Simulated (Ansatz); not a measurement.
**Single-point calculation, with input and output: Si$_{2}$H$_{3}$BrF$_{2}$ (charge −1)**

The run: single-point calculation of Si$_{2}$H$_{3}$BrF$_{2}$, charge −1, multiplicity 2. Method and program: UKS wB97X/cc-pVTZ (Ansatz 0.2.0).

The geometry comes from this level: PBE0-D4/def2-TZVP.

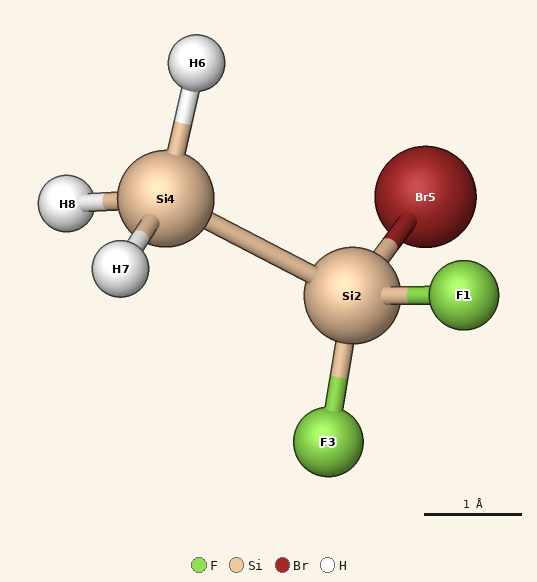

Fig. 1: The input geometry (ball-and-stick view, seen at a tilt; atoms are numbered from 1 in the order of the input).

## Summary

| quantity | value |
| --- | --- |
| outcome | converged |
| total energy | −91290.8784 eV |
| ⟨S²⟩ | 0.754 |
| SCF solution under orbital rotations | stable |
| hardware | 4 threads of INTEL XEON PLATINUM @ 2.10GHz, 23 GiB of memory available, shared host |
| wall time | 55 s (CPU time 3.6 min) |
| peak memory | 1.6 GiB |

## The input
```yaml
crystal:
  periodic: [false, false, false]
  atoms:
    - {symbol: F, position_ang: [1.687288, -0.332369, 1.471621]}
    - {symbol: Si, position_ang: [1.104925, -0.109867, 0.013420]}
    - {symbol: F, position_ang: [1.638601, -1.314994, -0.868544]}
    - {symbol: Si, position_ang: [-1.225469, -0.029326, 0.028052]}
    - {symbol: Br, position_ang: [1.981996, 1.745040, -0.783709]}
    - {symbol: H, position_ang: [-1.641745, 1.112752, 0.878684]}
    - {symbol: H, position_ang: [-1.765111, -1.301425, 0.571524]}
    - {symbol: H, position_ang: [-1.688285, 0.173087, -1.366949]}
basis:
  gaussian: {orbitals: cc-pVTZ}
total_charge: -1
magnetization: {spin_polarized: true, initial_magnetization: 1}
hamiltonian: {xc: {name: wB97X}}
```

Launch command:
```bash
ansatz run in.yaml --threads 4 --pin off --events-out ev --progress --plain --max-ram 10444MiB
```

## Log
```
Functional definition: wB97X
  name "wB97X"
  cite "Chai & Head-Gordon, J. Chem. Phys. 128, 084106 (2008) doi:10.1063/1.2834918"
  cite "Becke, J. Chem. Phys. 107, 8554 (1997) doi:10.1063/1.475007"
  parameter omega = 0.3/bohr
  parameter cx = 0.157706
  parameter cx1 = 0.726479
  parameter cx2 = 1.04760
  parameter cx3 = -5.70635
  parameter cx4 = 13.2794
  parameter css1 = -4.33879
  parameter css2 = 18.2308
  parameter css3 = -31.7430
  parameter css4 = 17.2901
  parameter cos1 = 2.37031
  parameter cos2 = -11.3995
  parameter cos3 = 6.58405
  parameter cos4 = -3.78132
  # The coefficients of nought are those of the uniform gas.
  exchange = spin_sum(e_x_unif_sr(omega)*poly(b97_u_x, 1 - cx, cx1, cx2, cx3, cx4)) + cx*exact_x_sr(omega)
      + exact_x_lr(omega)
  correlation = spin_sum(e_c_pw_same_spin*poly(b97_u_same, 1, css1, css2, css3, css4))
      + integral(e_c_pw_opposite_spin*poly(b97_u_opposite, 1, cos1, cos2, cos3, cos4))
1436 factors; their error is unknown
272 factors; integrals over basis functions are off by at most 1.8e-5 eV
mean field evaluation 1: about -91288.6967 eV, gradient 1.8e1 eV
mean field evaluation 2: about -91289.8257 eV, gradient 1.5e1 eV
mean field evaluation 4: about -91290.6342 eV, gradient 1.3e0 eV
mean field evaluation 8: about -91290.6682 eV, gradient 1.9e-1 eV
mean field evaluation 16: about -91290.8261 eV, gradient 2.2e-3 eV
mean field evaluation 32: about -91290.8769 eV, gradient 5.6e-2 eV
mean field -91290.87847074 eV, -3354.8779046199 hartree, gradient 6.4e-6 eV, S^2 0.754207; 5 other end points of the search recorded, 0 dependent functions left out
reference -91290.87844261 eV, -3354.8779035861 hartree; 43, 42 occupied and 170, 171 virtual orbitals, 1436 factors
Total energy: -91290.87844261 eV, -3354.8779035861 hartree
```
